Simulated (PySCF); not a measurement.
## A study: F3HOSi, SMILES `O[Si](F)(F)F`

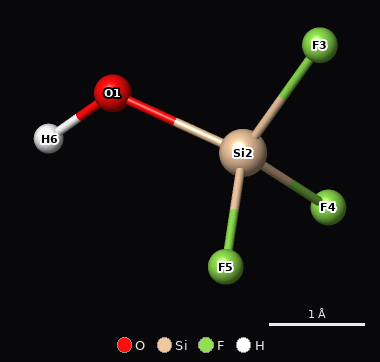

The molecule, with its atoms numbered as below. No frequency check shows the geometry to be a minimum.

Coordinates in Å:

```
O1      -1.6054   -0.0359    0.0015
Si2     -0.0179    0.0051    0.0000
F3       0.4220    1.5127   -0.0033
F4       0.6336   -0.7007   -1.2554
F5       0.6360   -0.6956    1.2570
H6      -2.1300   -0.8323    0.0023
```

## 1. Bonding charge

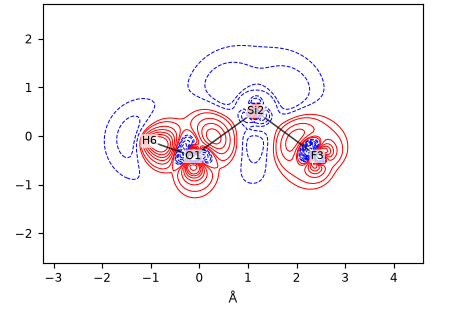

Deformation density (molecule less spherical, spin-averaged free atoms) in the plane of O1, Si2, F3 and H6; contours at ±0.05 to ±0.8 e/Å³; solid red lines: gain, dashed blue lines: loss.

Computed with PySCF, PBE0/def2-TZVP, geometry: GFN2-xTB.

Describe the bonding that the map shows.

Answer. O1–H6: +0.78 e/Å³ at the bond critical point (bond length 0.95 Å, Mayer order 0.9). O1–Si2: +0.17 e/Å³ at the bond critical point (bond length 1.59 Å, Mayer order 1.3). Si2–F3: +0.12 e/Å³ at the bond critical point (bond length 1.57 Å, Mayer order 1.2); up to 0.6 Å beside the axis the gain reaches +0.37 e/Å³. In all, 1.5 electrons gather in the regions of gain relative to the promolecule. A small or negative value marks a very polar bond, one between electron-rich atoms, whose free-atom densities already overlap strongly, a long bond to a heavier atom, or a closed-shell contact such as a hydrogen bond.

## 2. Local ionisation energy

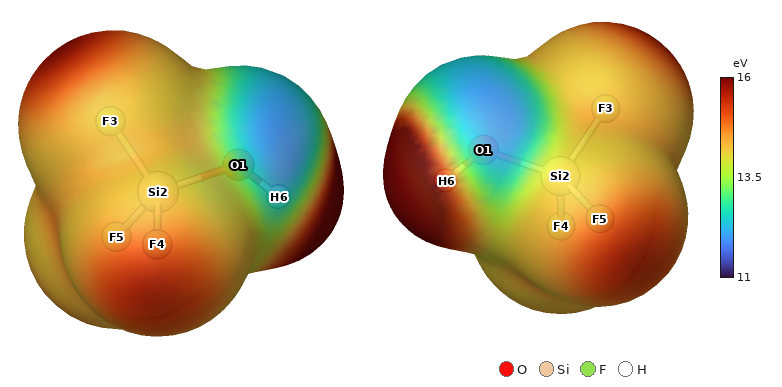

Average local ionisation energy on the surface of electron density 0.001 a.u. (back view left, front view right).

Where are the most loosely bound electrons on this surface?

Answer. The lowest value is 11.9 eV, 1.8 Å from O1, and at like points elsewhere. Further minima include 14.1 eV, 1.7 Å from F4, and at like points elsewhere. For comparison, the highest occupied orbital lies at −10.9 eV.

## 3. In an electric field

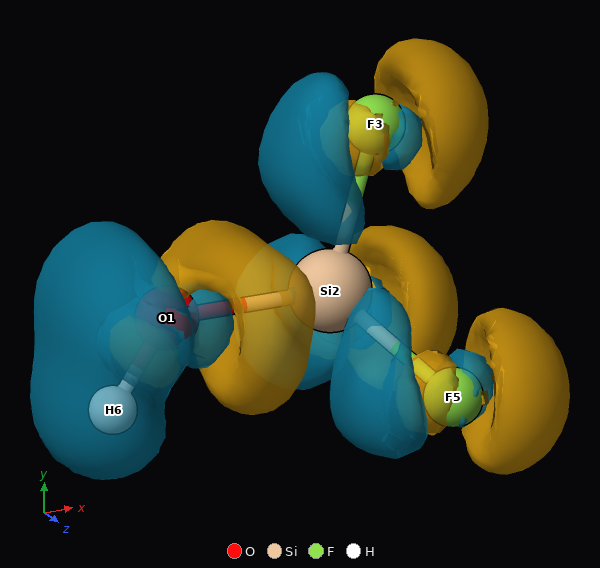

Change of the electron density in a uniform field of 0.21 V/Å, surfaces at ±0.0015 e/Å³ (yellow: gain, teal: loss).

PySCF calculation, PBE0/def2-TZVP, gas phase; geometry: GFN2-xTB. A basis without diffuse functions makes polarisabilities too small.

The field was applied in both directions; the picture shows the one opposite to the script's first.

Along which Cartesian direction does the field point?

Answer. Along −x: electrons gather on the +x side, against the field.

How large is the response?

Answer. The induced dipole is 0.25 D (along the field); α along this axis, from the fields in both directions, is 25 bohr³ (3.7 Å³).

## 4. Removing or adding an electron

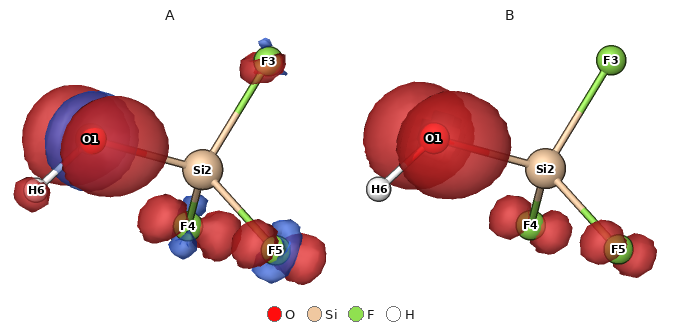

The Fukui function f⁻ from two separate SCF calculations and the density of the HOMO, at ±0.08 e/Å³ (red positive, blue negative).

Level of theory: PBE0/def2-TZVP (PySCF), at a geometry from GFN2-xTB.

Which panel is which, and how good is the frozen-orbital picture?

Answer. A is f⁻ (it has negative regions), B the HOMO density. The HOMO lies on O1 (72 %), Si2 (9 %) and F4 and F5 (6 % each); f⁻ (Hirshfeld-condensed) is largest on O1 (0.39); the vertical ionisation energy is 13.65 eV (the stability of the cation's solution wasn't checked). Relaxation shifts 33 % of the electron between atoms. The orbital energy is −10.86 eV.

The PySCF runs shown took 10 s, 23 s and 32 s on 1 thread of Intel(R) Xeon(R) CPU @ 2.60GHz (Ice Lake), on a shared host.
